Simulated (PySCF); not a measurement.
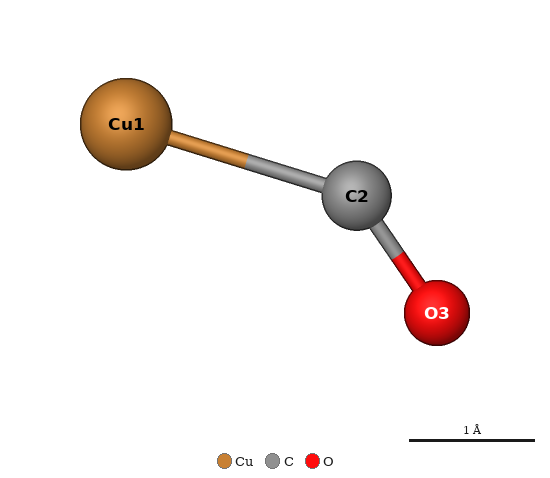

Atoms carry their numbers in the input. The species is neutral and a spin doublet. The computed structure is the end point of a PBE0-D3(BJ)/def2-SVP optimisation. No frequency run is at hand to confirm it as a minimum. Other spin states may lie lower.

**Describe the coordination of atom 2.**

C2 has 2 neighbours (Cu1 at 1.93, O3 at 1.14 Å); the arrangement is bent.
